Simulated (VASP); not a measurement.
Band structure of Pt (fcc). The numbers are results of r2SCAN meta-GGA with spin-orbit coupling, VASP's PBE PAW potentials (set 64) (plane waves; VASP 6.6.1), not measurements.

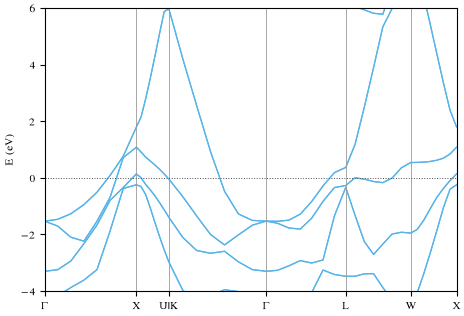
Fig. 1. Bands along high-symmetry lines, zero at the valence-band maximum or, without a gap, the Fermi level

Task: Read the plot: is there a gap, and where are the band edges?

Result: It has no gap at this level: it comes out as a metal or semimetal.

The compound is Pt in the fcc structure. It was relaxed first.
